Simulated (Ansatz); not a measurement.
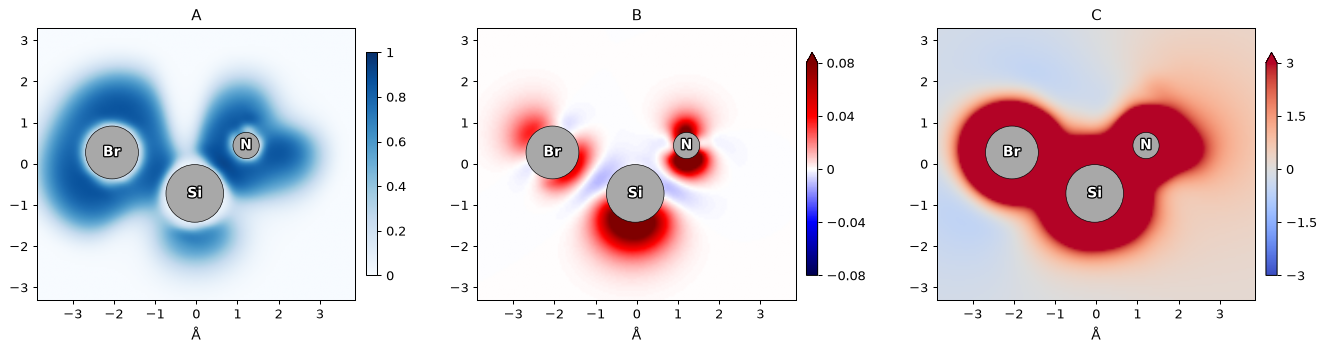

BrH3NSi (doublet): 3 fields on the plane of atoms N1, Si2 and Br3, with unlabelled colour scales. Grey discs cover the atomic cores.

Geometry: PBE0-D4/def2-TZVP.

Level of theory: UKS PBE0-D4/def2-TZVPP in Ansatz 0.2.0.

Which field does each panel show? The fields are: electron localisation function, electrostatic potential and spin density.

Answer. Panel A: electron localisation function. Panel B: spin density (confined to the atoms that carry the unpaired spin). Panel C: electrostatic potential (strongly positive close to the atoms and fading to about zero outside). From the grid: Si–N (1.70 Å): the ELF peaks at about 0.90 between the atoms, as expected for a shared but strongly polarised pair. Si–Br (2.24 Å): the ELF peaks at about 0.85 between the atoms: a polar covalent bond.
